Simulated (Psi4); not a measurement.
# One shape, several levels: GaH2O (SMILES [O][GaH2])

Wanted: a comparison of 6 runs (UHF/STO-3G, UHF/3-21G, UMS0/DZVP, UTPSS/6-311G**, UMP2/def2-SVPD, ROOMP2/def2-SVP) of GaH2O. 

Program for the calculation: Psi4 1.11.

4 further runs of the same task are left out: 4 that didn't finish.

### Step 1. The molecule

GaH2O has 4 atoms, charge 0, and is taken as a doublet. As SMILES, `[O][GaH2]`. The coordinates come from a PBE0-D4/def2-TZVP relaxation.

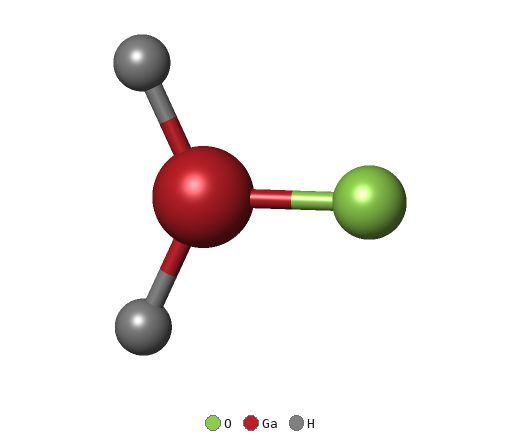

The structure, seen from a chosen angle (oxygen green, gallium red, hydrogen grey).

### Step 2. Energy and gradient at UHF/STO-3G (run 1)

Contents of gah2o.dat:

```
memory 1600 MB

molecule mol {
  0 2
  O     -1.67373043    -0.93465854     2.49840691
  Ga     0.14891042     0.03684966    -0.19067337
  H     -1.27594308    -0.07710083    -2.75956706
  H      2.90564289     0.86095922     0.41328310
  units au
  symmetry c1
  no_reorient
  no_com
}

set globals {
  basis STO-3G
  reference uhf
  puream true
  e_convergence 1e-09
  d_convergence 1e-08
  scf_type pk
  maxiter 200
}

E = gradient("scf")
```

The run is started by

```sh
$ psi4 -n 1 gah2o.dat gah2o.out
```

gah2o.out:

```text
[...]
  Running in c1 symmetry.
[...]
  Nuclear repulsion =   97.412422003598024
[...]
  Multiplicity = 2
[...]
  Nalpha       = 21
  Nbeta        = 20
[...]
    Number of basis functions: 25
[...]
   @UHF iter   1: -1975.17997776640914   -3.05393e+00   3.47030e-02 DIIS/ADIIS
[...]
   @UHF iter  20: -1975.85399630217580   -1.36424e-12   5.49892e-09 DIIS
[...]
   @S^2 Observed:                7.720360278E-01
[...]
  @UHF Final Energy: -1975.85399630217580
   => Energetics <=
    Nuclear Repulsion Energy =             97.4124220035980244
    One-Electron Energy =               -2967.7950083431201165
    Two-Electron Energy =                 894.5285900373463619
    Total Energy =                      -1975.8539963021758012
  UHF NO Occupations:
  HONO-2 :   19  A 1.9965840
  HONO-1 :   20  A 1.9930579
[...]
  -Total Gradient:
     Atom            X                  Y                   Z
    ------   -----------------  -----------------  -----------------
       1       -0.037158931878    -0.019805170705     0.054819927771
       2        0.007399794260     0.003936409631    -0.010925123494
       3       -0.028545560838    -0.001807640759    -0.054893988388
       4        0.058304698457     0.017676401833     0.010999184105
[...]
```

Run time: 3.3 s. Hardware: 1 thread of AMD EPYC 7R43 (Zen 3), shared host; peak memory 0.19 GiB.

### Step 3. The energy at UHF/3-21G (run 2)

Contents of gah2o_ase.py:

```python
import numpy as np
from ase.calculators.psi4 import Psi4
from ase import Atoms

atoms = Atoms(['O', 'Ga', 'H', 'H'], positions=[
    [-0.885700, -0.494600, 1.322100],
    [0.078800, 0.019500, -0.100900],
    [-0.675200, -0.040800, -1.460300],
    [1.537600, 0.455600, 0.218700],
])
calc = Psi4(atoms=atoms, method='hf', basis='3-21G', memory='1600MB', num_threads=1, charge=0, multiplicity=2, label='gah2o', reference='uhf')
calc.psi4.set_options({'puream': True, 'e_convergence': 1e-09, 'd_convergence': 1e-08, 'scf_type': 'pk', 'maxiter': 200})
atoms.calc = calc

print(f'energy: {atoms.get_potential_energy():.6f} eV')
```

The run is started by

```sh
$ python gah2o_ase.py
```

gah2o.dat:

```text
[...]
  Running in c1 symmetry.
[...]
  Nuclear repulsion =   97.412422056959187
[...]
  Multiplicity = 2
[...]
  Nalpha       = 21
  Nbeta        = 20
[...]
    Number of basis functions: 35
[...]
   @UHF iter   1: -1988.98953328460971   -4.69142e+00   2.11738e-02 ADIIS/DIIS
[...]
   @UHF iter  14: -1989.41703670358424   -1.13687e-12   5.11248e-09 DIIS
[...]
   @S^2 Observed:                7.574150586E-01
[...]
  @UHF Final Energy: -1989.41703670358424
   => Energetics <=
    Nuclear Repulsion Energy =             97.4124220569591870
    One-Electron Energy =               -2972.8297731909815411
    Two-Electron Energy =                 886.0003144304379248
    Total Energy =                      -1989.4170367035844720
  UHF NO Occupations:
  HONO-2 :   19  A 1.9986513
  HONO-1 :   20  A 1.9981465
[...]
 Multipole Moments:
 ------------------------------------------------------------------------------------
     Multipole            Electronic (a.u.)      Nuclear  (a.u.)        Total (a.u.)
 ------------------------------------------------------------------------------------
 L = 1.  Multiply by 2.5417464519 to convert [e a0] to [Debye]
 Dipole X            :          0.5945759           -0.1334359            0.4611400
 Dipole Y            :          0.3167142           -0.0709995            0.2457147
 Dipole Z            :         -0.8772899            0.1969126           -0.6803773
 Magnitude           :                                                    0.8578689
[...]
```

Standard output:

```text
energy: -54134.794949 eV
```

Run time: 2.8 s. Hardware: 1 thread of AMD EPYC 7R43 (Zen 3), shared host; peak memory 0.23 GiB.

Runs 3 to 5 aren't shown in full; the table further down has their settings and results.

### Step 4. Energy and one-electron properties at ROOMP2/def2-SVP (density fitting, density fitting for correlation) (run 6)

Contents of job.dat:

```
memory 1.6 GB

molecule {
  0 2
  O     -0.885700    -0.494600     1.322100
  Ga     0.078800     0.019500    -0.100900
  H     -0.675200    -0.040800    -1.460300
  H      1.537600     0.455600     0.218700
  no_reorient
  no_com
}

set {
  reference rohf
  scf_type df
  mp2_type df
}

e, wfn = energy("omp2/def2-SVP", return_wfn=True)
oeprop(wfn, "QUADRUPOLE", "ESP_AT_NUCLEI", "MBIS_CHARGES")
```

The run is started by

```sh
$ psi4 -n 1 job.dat job.out
```

job.out:

```text
[...]
  Running in c1 symmetry.
[...]
  Nuclear repulsion =   97.412422056959201
[...]
  Multiplicity = 2
[...]
  Nalpha       = 21
  Nbeta        = 20
[...]
    Number of basis functions: 56
[...]
   @DF-ROHF iter   1: -1997.54874463318038   -3.46884e+00   2.80245e-02 DIIS
[...]
   @DF-ROHF iter  13: -1998.91874013298684   -6.82121e-12   7.20512e-09 DIIS
[...]
    Orbital Energies [Eh]
    ---------------------
    Doubly Occupied:
       1A   -378.804768     2A    -48.174964     3A    -42.517169
       4A    -42.513478     5A    -42.513399     6A    -20.566386
       7A     -6.416907     8A     -4.515944     9A     -4.509723
      10A     -4.508500    11A     -1.263443    12A     -1.224832
      13A     -1.223246    14A     -1.220807    15A     -1.216995
      16A     -1.162885    17A     -0.611457    18A     -0.495839
      19A     -0.492269    20A     -0.460465
    Singly Occupied:
      21A     -0.211110
[...]
  @DF-ROHF Final Energy: -1998.91874013298684
   => Energetics <=
    Nuclear Repulsion Energy =             97.4124220569592012
    One-Electron Energy =               -2983.2379547273017124
    Two-Electron Energy =                 886.9067925373556136
    Total Energy =                      -1998.9187401329868408
[...]
	Warning: cc_lambda option is changed to TRUE
	For this residual convergence, default PCG convergence is:     1.00e-07
[...]
	DF-SCS-MP2 Total Energy (a.u.)     : -1999.30074883672114
	DF-SOS-MP2 Total Energy (a.u.)     : -1999.29115016820742
[...]
	DF-SCS-OMP2 Total Energy (a.u.)    : -1999.31034518017168
	DF-SOS-OMP2 Total Energy (a.u.)    : -1999.26938824143394
	DF-SCS(N)-OMP2 Total Energy (a.u.) : -1999.12616667274074
[...]
	DF-OMP2 Total Energy (a.u.)        : -1999.33234669102058
[...]
```

Wall time 23 s (1 thread of AMD EPYC 7R43 (Zen 3), shared host); peak memory 0.21 GiB.

Atomic charges (e):

| atom | MBIS |
| --- | --- |
| O1 | -0.460 |
| Ga2 | +1.093 |
| H3 | -0.317 |
| H4 | -0.317 |

### Step 5. Overview of the runs

| run | level | task | integrals | energy (Eh) | dipole moment (D) | HOMO energy (eV) | LUMO energy (eV) | wall time |
| --- | --- | --- | --- | --- | --- | --- | --- | --- |
| 1 | UHF/STO-3G | gradient | pk | -1975.853996 | 0.85 | -7.61 | 5.17 | 3.3 s |
| 2 | UHF/3-21G | energy | pk | -1989.417037 | 2.18 | -12.05 | 1.36 | 2.8 s |
| 3 | UMS0/DZVP (density fitting) | properties | df | -2000.645406 | 2.15 | -7.60 | -4.84 | 10 s |
| 4 | UTPSS/6-311G** | energy | pk | -2001.194509 | 2.00 | -7.11 | -5.29 | 50 s |
| 5 | UMP2/def2-SVPD (DKH3) | energy | direct | -2013.770163 | – | -12.31 | 1.25 | 9.6 s |
| 6 | ROOMP2/def2-SVP (density fitting, density fitting for correlation) | properties | df | -1999.332347 | – | – | – | 23 s |

### Step 6. Summary of results

| quantity | value |
| --- | --- |
| run 6: total energy | -1999.33235 Eh |
| run 6: correlation energy | -413.6 mEh |

In words: Over runs 1, 2, 3, 4 the dipole moment (its size) runs from 0.85 D (UHF/STO-3G) to 2.18 D (UHF/3-21G). Totals of different functionals can't be ranked against each other. Some runs of one species differ in core potentials or relativity; totals across that change don't compare. In run 1 the basis is minimal, so the values are rough. All runs together took 99 s, the longest 50 s.
